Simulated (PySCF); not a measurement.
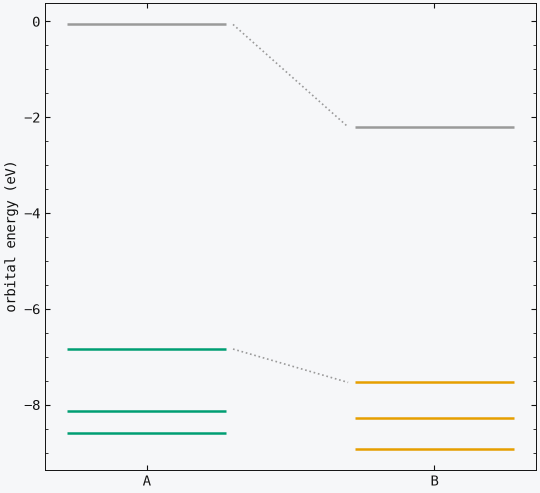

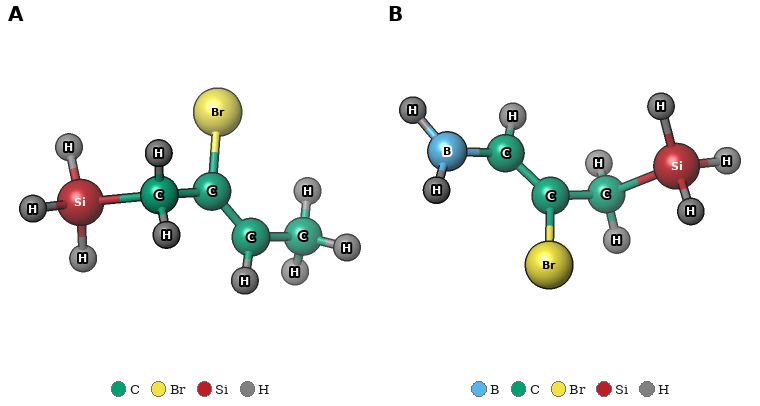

Related molecules: A is C₄H₉BrSi, SMILES C/C=C(\Br)C[SiH3]; B is C₃H₈BBrSi, SMILES B/C=C(\Br)C[SiH3]. Frontier orbital energies, PBE0/def2-SVPD with PySCF 2.14.0, at a GFN2-xTB geometry (no frequency check); drawn are at most three filled levels and, in grey, the LUMO with any level within 0.03 eV of it; dotted lines join the HOMOs and the LUMOs.

### What does the change do to the frontier levels?

From A to B the HOMO falls by 0.70 eV and the LUMO falls by 2.14 eV, so the separation goes from 6.78 to 5.33 eV.

Limits of at least one run: one conformer of a flexible molecule; spin-orbit coupling is left out, and with Br it can shift these levels and split any degenerate set; the tight-binding geometry is rougher than a DFT one and adds to the error.
